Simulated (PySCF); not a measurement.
Ga(H)(Cl)(OH), SMILES [OH][GaH][Cl] (H2ClGaO) at its PBE0/def2-SVP optimised geometry (Å):

```
5

Ga    -0.2151     0.2277     0.0000
H      1.3374     0.2277     0.0000
Cl    -1.3374     2.0485     0.0000
O     -1.2536    -1.2107     0.0003
H     -0.7789    -2.0485    -0.0019
```

Computed with PBE0/def2-TZVP in PySCF 2.14.0.

Map of the electrostatic potential (hartree/e), clipped to [-0.08, 0.12] on the plane z = 0.6 Å:

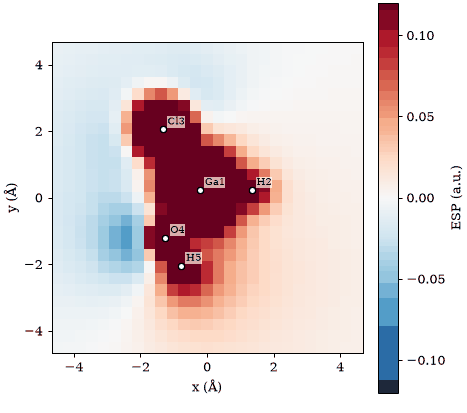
*Electrostatic potential (hartree/e), clipped to [-0.08, 0.12] on the plane z = 0.6 Å.*
